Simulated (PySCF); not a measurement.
# H2S (hydrogen sulfide): the cost of one run

The runs use PySCF 2.14.0, with density-fitted response routines of our own; the level of theory stands in each step. All values are computed, except where a source is named. Atoms count from 0, in the outputs and in this text.

### Step 1. The starting structure

3 atoms, charge 0, multiplicity 1; geometry from: GFN2-xTB. The atoms were then displaced at random by about 0.01 Å, so the start is not that level's minimum.

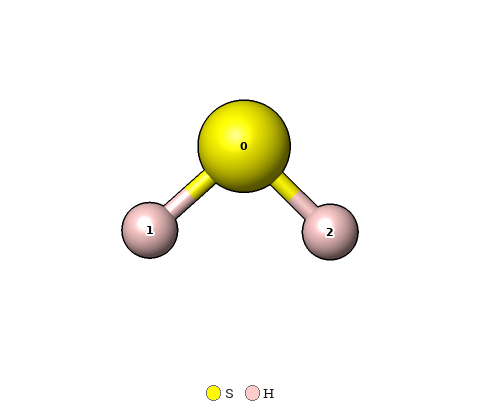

The starting geometry (sulfur yellow, hydrogen pink), atoms numbered.

### Step 2. Geometry optimisation at PBE0-D3(BJ)/def2-SVP

Job settings and geometry (Å):

```
{"job": {"xc": "PBE0", "basis": "def2-SVP", "d3": "d3bj", "grid": 1, "shake": 0.01, "kind": "geom"}, "charge": 0, "multiplicity": 1}
S     -0.008700     0.585130     0.001540
H     -0.941380    -0.362620    -0.013490
H      0.956100    -0.257450    -0.007220
```

Command:

```bash
> OMP_NUM_THREADS=1 python probes_run.py task.json out
```

One launch serves the whole session: the jobs run in the order shown.

**Question.** How long does this first job take on 1 thread of Arm Neoverse N1, shared host, and how much memory does it need?

About 2.2 s, with a peak of 0.23 GiB.
